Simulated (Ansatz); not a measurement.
CH₅SSb: several calculations on one system

### Relaxation

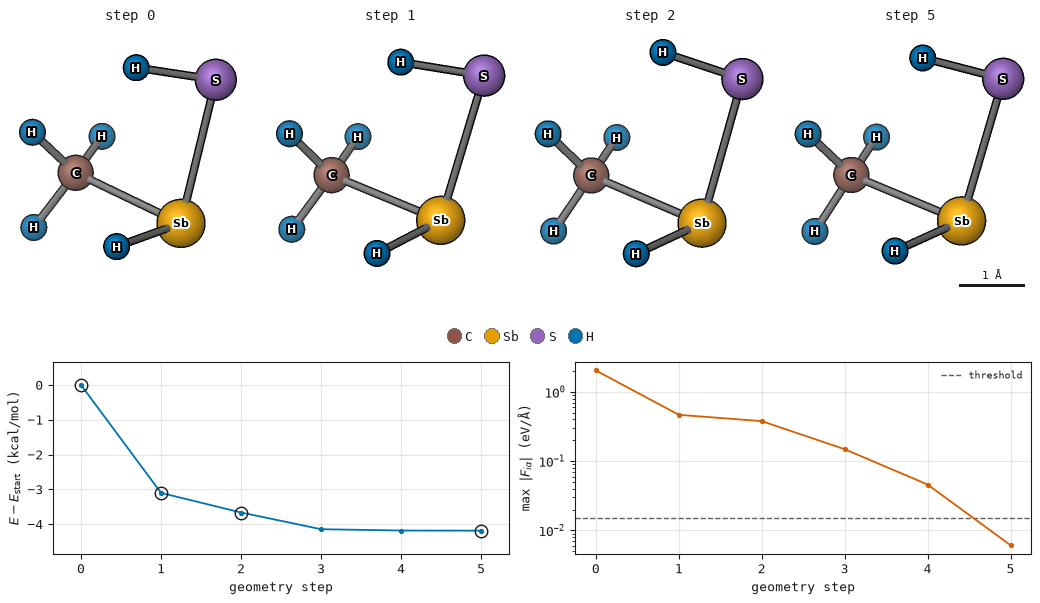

Frames of a relaxation of CH₅SSb, marked on the history of the run. Style: ball-and-stick. Shown from a free direction.

The run prepares an end point of a later path (torsion) calculation, from a guessed geometry.

All numbers below come from RKS PBE/def2-SVP (Ansatz). (no spin polarisation; force threshold 0.015 eV/Å; at most 40 steps)

**Describe the path.**

An H atom moves most after the best rigid fit: 0.20 Å. By element the largest moves are H 0.20 Å, S 0.18 Å, C 0.11 Å, Sb 0.05 Å. Near-neighbour distances that change, for instance: C–Sb 2.104 → 2.199 Å, C–H 1.158 → 1.108 Å, S–Sb 2.441 → 2.483 Å, C–H 1.138 → 1.106 Å. Among the angles between lasting bonds that change: C–Sb–S 90.6° → 97.1°, H–C–H 104.8° → 109.4°, S–Sb–H 92.0° → 95.6°. The energy falls by 4.18 kcal/mol in 5 geometry steps. The largest force component goes from 2 to 0.0061 eV/Å. From step 0 to 1: the S atom moves most (0.19 Å), energy −3.10 kcal/mol. From step 1 to 2: an H atom moves most (0.19 Å), energy −0.56 kcal/mol. From step 2 to 5: an H atom moves most (0.09 Å), energy −0.52 kcal/mol.

### Relaxation

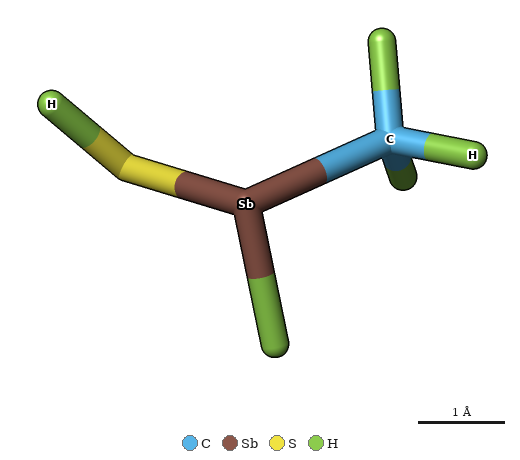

Starting structure of CH5SSb. Style: stick. Shown at a tilt.

The run prepares an end point of a later path (torsion) calculation, from a guessed geometry.

Method: RKS PBE/def2-SVP (Ansatz 0.2.0).

Input file:
```yaml
crystal:
  periodic: [false, false, false]
  atoms:
    - { symbol: C, position_ang: [-0.666, 0.7501, -0.3408] }
    - { symbol: Sb, position_ang: [1.368, 0.2315, -0.4808] }
    - { symbol: S, position_ang: [1.2737, -0.8336, 1.7137] }
    - { symbol: H, position_ang: [-0.7603, 1.6125, 0.3957] }
    - { symbol: H, position_ang: [-1.3191, -0.091, -0.07] }
    - { symbol: H, position_ang: [-1.0589, 1.174, -1.3439] }
    - { symbol: H, position_ang: [1.0028, -1.2711, -1.2944] }
    - { symbol: H, position_ang: [2.28976, -0.10133, 2.19401] }
basis:
  gaussian: { orbitals: def2-SVP }
hamiltonian:
  xc: pbe
relax:
  f_tol: 0.015
  max_steps: 40
output:
  orbitals: {}
```

Launched with:
```bash
ansatz run input.yaml --threads 1 --pin off --max-ram 2048MiB --backend cpu --events-out ev --progress --plain --runs-dir out
```

Q: Predict the outcome.

A: After 6 geometry steps the energy has fallen by 0.163 eV. Largest force component: 2 eV/Å at the start, 0.014 eV/Å at the end. The atom that moves furthest after the best rigid fit is S3 (0.21 Å). By element the largest moves are S 0.21 Å, H 0.14 Å, C 0.10 Å, Sb 0.04 Å. Near-neighbour distances that change, for instance: C1–Sb2 2.104 → 2.199 Å, C1–H6 1.158 → 1.109 Å, Sb2–S3 2.441 → 2.483 Å, C1–H4 1.138 → 1.106 Å. Bond angles that change, for instance: C1–Sb2–S3 90.6° → 97.0°, H4–C1–H6 104.8° → 109.4°, Sb2–C1–H5 113.7° → 110.2°. Cost: 16 s on 1 thread of Intel(R) Xeon(R) Processor @ 2.70GHz, on a shared host, peak memory 0.13 GiB.

Step by step:

```json
{"step": "0", "E − E(0), eV": "0.0000", "largest force component, eV/Å": "2.0074"}
{"step": "1", "E − E(0), eV": "-0.1125", "largest force component, eV/Å": "0.3667"}
{"step": "2", "E − E(0), eV": "-0.1467", "largest force component, eV/Å": "0.2934"}
{"step": "3", "E − E(0), eV": "-0.1598", "largest force component, eV/Å": "0.0964"}
{"step": "4", "E − E(0), eV": "-0.1613", "largest force component, eV/Å": "0.0379"}
{"step": "5", "E − E(0), eV": "-0.1622", "largest force component, eV/Å": "0.0213"}
{"step": "6", "E − E(0), eV": "-0.1626", "largest force component, eV/Å": "0.0143"}
```

The structure at the end:

```xyz
8

C    -0.7367    0.8159   -0.3757
Sb    1.3794    0.2229   -0.4427
S     1.4239   -0.9862    1.7258
H    -0.8411    1.6849    0.3010
H    -1.3562   -0.0204   -0.0032
H    -1.0621    1.1031   -1.3957
H     1.0078   -1.2356   -1.3119
H     2.3151   -0.1134    2.2761
```

The end point in the same view:

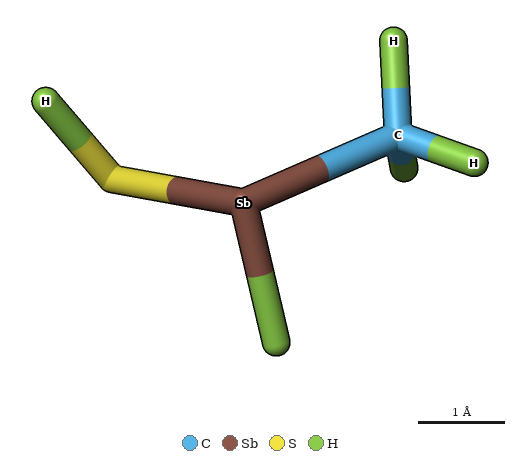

### Path

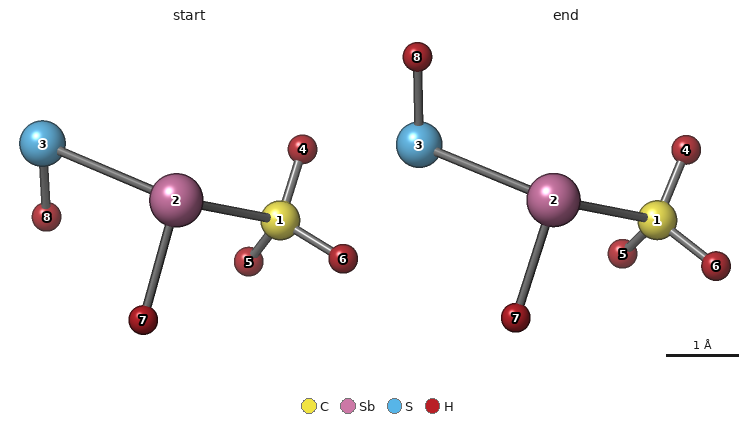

The two relaxed end points of a path for CH5SSb. A ball-and-stick model, seen from a free direction.

Method: Ansatz 0.2.0, RKS PBE/def2-SVP.

Run with 9 movable images; climbing image; force threshold 0.05 eV/Å; iteration limit 60.

Start:
```xyz
8

C    -0.7364    0.8213   -0.3935
Sb    1.3713    0.1977   -0.4435
S     1.4074   -0.9360    1.7653
H    -0.8426    1.6316    0.3524
H    -1.3903   -0.0267   -0.1173
H    -1.0245    1.2017   -1.3940
H     0.9981   -1.2356   -1.3638
H     0.3090   -1.7112    1.5385
```

End:
```xyz
8

C    -0.8000    0.8574   -0.4787
Sb    1.2181    0.0074   -0.2817
S     0.6625   -1.6969    1.4367
H    -0.9846    1.5366    0.3749
H    -1.5558    0.0507   -0.4807
H    -0.8572    1.4322   -1.4248
H     0.9364   -1.1216   -1.5728
H     1.4727   -1.1231    2.3712
```

Predict the minimum-energy path and its barrier.

The highest point, image 4, lies 0.072 eV above the start and 0.107 eV above the end; the end is at −0.035 eV relative to the start. The motion is a rotation about the Sb2–S3 bond by about 195°. No bond forms or breaks between the ends. Bond angles that change up to the highest image, for instance: Sb2–S3–H8 95.7° → 93.4°, C1–Sb2–S3 97.1° → 94.7°. The band converged in 8 iterations. The largest component of the band force went from 35 to 0.047 eV/Å. The climbing image converged on the top of the path. Its vibrational analysis gives one imaginary mode (168i cm⁻¹), as a transition state must have.

Energies of the converged images:

```csv
image,path (Å),E (eV)
0,0.00,0.000
1,0.36,0.008
2,0.72,0.031
3,1.08,0.058
4,1.44,0.072
5,1.77,0.062
6,2.11,0.037
7,2.44,0.008
8,2.78,-0.014
9,3.12,-0.028
10,3.45,-0.035
```

The geometry at the top of the path:

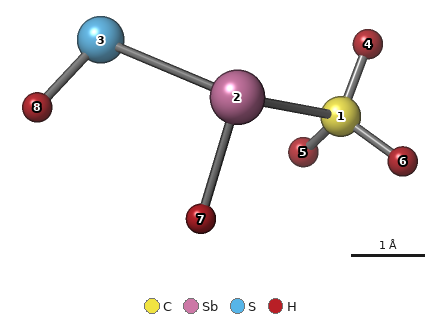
